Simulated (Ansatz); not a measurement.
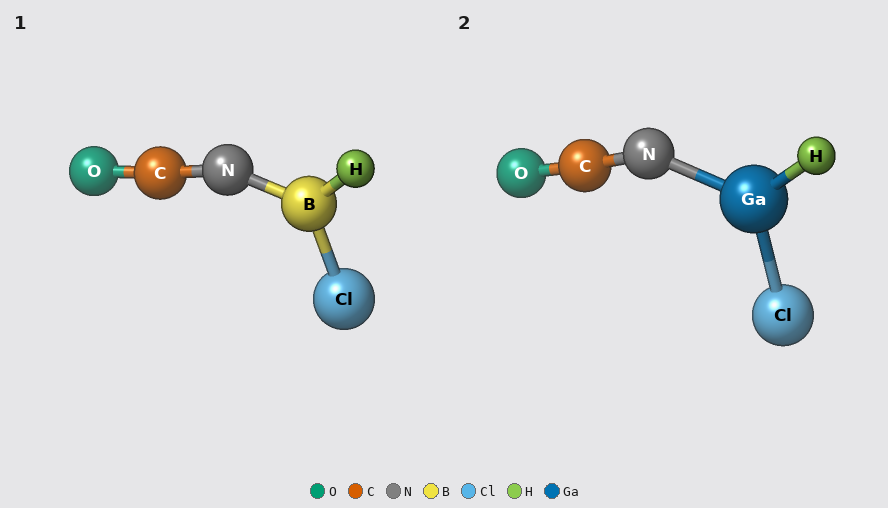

2 molecules with one skeleton, seen from the same side and at one scale. Charge 0, singlet. Computed geometries: PBE0-D4/def2-TZVP optimisations, one conformation each. Properties computed with Ansatz 0.2.0.

One atom differs, called X below: B in panel 1, Ga in panel 2. Their formulas are CHBClNO (`O=C=NBCl`), CHClGaNO (`O=C=[N][GaH][Cl]`).

In which is the angle N–X–Cl larger (PBE0-D4/def2-TZVP)?

In panel 1 (X = B).

In which is the length of X–N larger (PBE0-D4/def2-TZVP)?

In panel 2 (X = Ga).

Give the values. With PBE0-D4/def2-TZVP: length of X–Cl (Å), length of X–H (Å), length of X–N (Å), angle N–X–Cl (°). With r2SCAN-D4/def2-TZVPP: dipole moment (D), HOMO energy (Kohn–Sham orbital) (eV), HOMO–LUMO gap (eV).

| quantity | 1 (B) | 2 (Ga) | 2 − 1 |
| --- | --- | --- | --- |
| length of X–Cl (Å) | 1.751 | 2.132 | +0.381 |
| length of X–H (Å) | 1.188 | 1.540 | +0.352 |
| length of X–N (Å) | 1.405 | 1.824 | +0.419 |
| angle N–X–Cl (°) | 120.8 | 115.2 | −5.6 |
| dipole moment (D) | 0.66 | 2.42 | +1.76 |
| HOMO energy (Kohn–Sham orbital) (eV) | −8.05 | −7.76 | +0.29 |
| HOMO–LUMO gap (eV) | 5.52 | 5.41 | −0.11 |
